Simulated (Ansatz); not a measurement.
# CH6BPSi: a ladder of functionals and wavefunction methods

Aim: compute CH6BPSi with functionals from several rungs and with coupled cluster. The yardstick is the atomisation energy at the CCSD(T) limit.

Method: functionals in def2-TZVPP, the program's frozen cores in correlated methods; program: Ansatz 0.2.0, Gaussian basis.

Plan: LDA (SPW92), PBE-D4, revPBE-D4, BLYP-D4, r2SCAN-D4, B97M-V, PBE0-D4, B3LYP-D4, r2SCANh-D4, r2SCAN0-D4, HSE06-D4, BHLYP-D4, CAM-B3LYP-D4, LC-ωPBE, ωB97X-V, ωB97M-V, B2PLYP, PBE-QIDH; CCSD(T)/def2-SVP; CCSD(T)/def2-TZVPP; MP2/def2-QZVPP; extrapolation to the limit; RPA on PBE.

### 1 The relaxed structure

All runs share one geometry, relaxed beforehand with PBE0-D4 in a triple-zeta def2 set.

SMILES `C[SiH]1BP1`, 10 atoms, charge 0, spin multiplicity 1.

Atoms are counted from 1 here; the program's logs count them from 0.

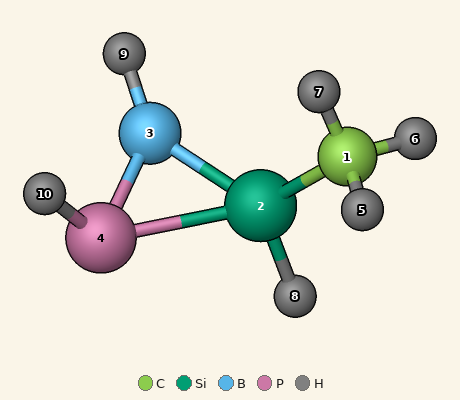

The geometry (carbon green, silicon teal, boron blue, phosphorus pink, hydrogen grey); atoms are numbered from 1 in the order of the file.

### 2 LDA

This LDA is Slater exchange with PW92 correlation.

in.yaml reads:

```yaml
crystal:
  periodic: [false, false, false]
  atoms:
    - {symbol: C, position_ang: [-1.318828, 0.605756, -0.765329]}
    - {symbol: Si, position_ang: [-0.305547, -0.671058, 0.145292]}
    - {symbol: B, position_ang: [1.029438, -0.196946, 1.471360]}
    - {symbol: P, position_ang: [1.952866, -0.979465, 0.074368]}
    - {symbol: H, position_ang: [-1.341244, 0.390872, -1.835961]}
    - {symbol: H, position_ang: [-2.347717, 0.596303, -0.395220]}
    - {symbol: H, position_ang: [-0.907477, 1.605188, -0.616761]}
    - {symbol: H, position_ang: [-0.802376, -2.050197, -0.078261]}
    - {symbol: H, position_ang: [1.266726, 0.603806, 2.315100]}
    - {symbol: H, position_ang: [2.857358, 0.044639, -0.311586]}
basis:
  gaussian: {orbitals: def2-TZVPP}
hamiltonian: {xc: lda}
output: {orbitals: {seedname: orbitals}}
```

Command:

```console
ansatz run in.yaml --threads 2 --pin off --events-out ev --progress --plain --max-ram 4352MiB
```

Further steps of the session: PBE-D4 (GGA); revPBE-D4 (GGA); BLYP-D4 (GGA); r2SCAN-D4 (meta-GGA); B97M-V (meta-GGA); B3LYP-D4 (hybrid); r2SCANh-D4 (hybrid); r2SCAN0-D4 (hybrid); HSE06-D4 (hybrid); BHLYP-D4 (hybrid); CAM-B3LYP-D4 (range-separated); LC-ωPBE (range-separated); ωB97X-V (range-separated); ωB97M-V (range-separated); B2PLYP (double hybrid); PBE-QIDH (double hybrid); CCSD(T) in def2-SVP; CCSD(T) in def2-TZVPP; MP2 in def2-QZVPP; RPA on PBE orbitals.

Q: Predict the results of all the runs planned. Wanted: atomisation energy, CCSD(T)/CBS; farthest beyond LDA; mean size of error, GGA; mean size of error, meta-GGA; mean size of error, hybrid; mean size of error, range-separated; mean size of error, double hybrid; gap, smallest and largest; T1 diagnostic.

As calculated:

| quantity | value |
| --- | --- |
| atomisation energy, CCSD(T)/CBS | 34.133 eV |
| functionals within 0.171 eV (0.5 %) | revPBE-D4, BLYP-D4, r2SCAN0-D4, LC-ωPBE, PBE-QIDH |
| farthest beyond LDA | B97M-V (+0.762 eV) |
| mean size of error, GGA | 0.259 eV |
| mean size of error, meta-GGA | 0.602 eV |
| mean size of error, hybrid | 0.293 eV |
| mean size of error, range-separated | 0.277 eV |
| mean size of error, double hybrid | 0.152 eV |
| gap, smallest and largest | 2.73 eV (LDA (SPW92)), 9.35 eV (LC-ωPBE) |
| T1 diagnostic | 0.0177 |
| triples share of the correlation energy | 4.6 % |

**Reading.** LDA overbinds by 4.805 eV (14 %). PBE-D4 is off by +0.723 eV. Double hybrids carry the basis error of their MP2 part in triple zeta, and no dispersion term here, so their miss is partly the set-up's. Taken by rung, double hybrid functionals do best (0.152 eV on average) and meta-GGA ones worst beyond LDA (0.602 eV). Misses under about 0.171 eV are within the doubt on the reference itself, which lacks core-valence correlation, relativity and higher excitations. Hartree-Fock recovers 74 % of the binding; the rest is correlation. CCSD(T) in def2-SVP is off by -2.166 eV, which most functionals beat. Orbital gaps span 2.7 to 9.3 eV; exact exchange widens them.
